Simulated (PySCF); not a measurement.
**NH3 (ammonia): B2PLYP/def2-TZVPPD**

Aim: the energy change on altering one bond length of NH3 (ammonia) at B2PLYP/def2-TZVPPD, from 2 runs. 

Program for the calculation: PySCF 2.14.0.

3 further runs of the same task are left out: 3 set aside as unsound or not needed.

## 1. The structure to begin with

The species is NH3 (4 atoms), meant as a singlet with charge 0. SMILES: `N`. The coordinates come from a PBE0-D4/def2-TZVP relaxation.

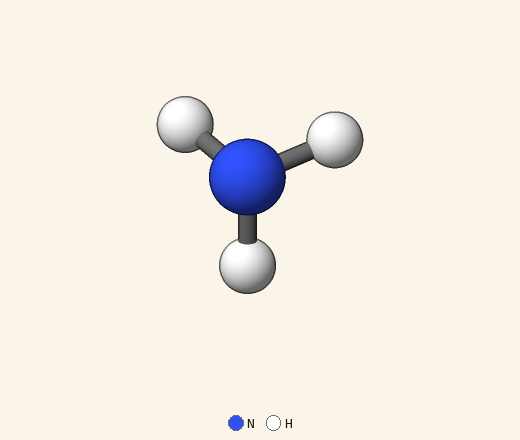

The structure, seen from a chosen angle (nitrogen blue, hydrogen white).

## 2. The energy at B2PLYP/def2-TZVPPD

Input file input.py:

```python
from pyscf import gto, dft, mp

system = gto.M(
    atom=[
    ('N', (-0.069910, 0.249470, 0.110930)),
    ('H', (0.490470, -0.301820, 0.749180)),
    ('H', (-0.887480, -0.301940, -0.118910)),
    ('H', (0.466920, 0.354280, -0.741200)),
],
    verbose=3,
    basis='def2-tzvppd',
    spin=0,
    max_memory=1860,
)

mf = dft.RKS(system, xc='0.53*HF + 0.47*B88, 0.73*LYP')
mf.conv_tol = 1e-10
mf.grids.level = 5
mf.kernel()
if not mf.converged:
    mf = mf.newton().run(mf.mo_coeff, mf.mo_occ)

pt = mp.MP2(mf, frozen=1).run()
energy = mf.e_tot + 0.27 * pt.e_corr
print('PT2 part  %.8f' % (0.27 * pt.e_corr))
print(f'total energy: {energy:.8f} hartree')
```

On the command line:

```sh
OMP_NUM_THREADS=1 python input.py
```

Standard output:

```text
converged SCF energy = -56.4622392842882
E(RMP2) = -56.7449801473726  E_corr = -0.282740863084464
E(SCS-RMP2) = -56.7465207684301  E_corr = -0.28428148414189
PT2 part  -0.07634003
total energy: -56.53857932 hartree
```

Run time: 4.8 s. Hardware: 1 thread of Arm Neoverse V2, shared host; peak memory 0.4 GiB.

## 3. The distorted shape

Input file geometry.xyz:

```xyz
4
H3N
N     -0.338349     0.197060     0.537033
H      0.222031    -0.354230     1.175283
H     -1.155919    -0.354350     0.307193
H      0.466920     0.354280    -0.741200
```

Input file job.py:

```python
from pyscf import gto, dft, mp

mol = gto.Mole()
mol.atom = 'geometry.xyz'
mol.spin = 0
mol.max_memory = 1860
mol.basis = 'def2-tzvppd'
mol.verbose = 3
mol.charge = 0
mol.build()

mf = dft.RKS(mol)
mf.xc = '0.53*HF + 0.47*B88, 0.73*LYP'
mf.conv_tol = 1e-10
mf.grids.level = 5
mf.kernel()
if not mf.converged:
    mf = mf.newton().run(mf.mo_coeff, mf.mo_occ)

pt = mp.MP2(mf, frozen=1).run()
e_final = mf.e_tot + 0.27 * pt.e_corr
print('PT2 part  %.8f' % (0.27 * pt.e_corr))
print('Final energy', e_final)
```

On the command line:

```sh
OMP_NUM_THREADS=1 python job.py
```

Standard output:

```text
converged SCF energy = -56.3716249097329
E(RMP2) = -56.6761306424662  E_corr = -0.304505732733267
E(SCS-RMP2) = -56.679949026827  E_corr = -0.308324117094115
PT2 part  -0.08221655
Final energy -56.453841457570896
```

It took 5.1 s on 1 thread of Arm Neoverse V2, shared host; peak memory 0.4 GiB.

## 4. Outcome

At B2PLYP/def2-TZVPPD, 1 core orbital frozen:

| quantity | value |
| --- | --- |
| first shape: total energy | -56.53858 Eh |
| first shape: dipole moment (SCF part) | 1.55 D |
| first shape: HOMO energy (SCF part's orbitals) | -9.19 eV |
| first shape: LUMO energy (SCF part's orbitals) | 0.94 eV |
| first shape: HOMO–LUMO gap (SCF part's orbitals) | 10.12 eV |
| distorted shape: total energy | -56.45384 Eh |
| distorted shape: dipole moment (SCF part) | 1.44 D |
| distorted shape: HOMO energy (SCF part's orbitals) | -9.12 eV |
| distorted shape: LUMO energy (SCF part's orbitals) | -0.07 eV |
| distorted shape: HOMO–LUMO gap (SCF part's orbitals) | 9.05 eV |
| energy change with the N1–H4 bond stretched from 1.013 to 1.519 Å | 2.306 eV |

With the N1–H4 bond stretched from 1.013 to 1.519 Å the energy rises by 2.31 eV (53 kcal/mol). The first shape isn't relaxed at this level, so the change isn't measured from a minimum. Mulliken charges (first shape) run from -0.35 on N1 to +0.12 on H2; in a basis this large or diffuse they mean little.
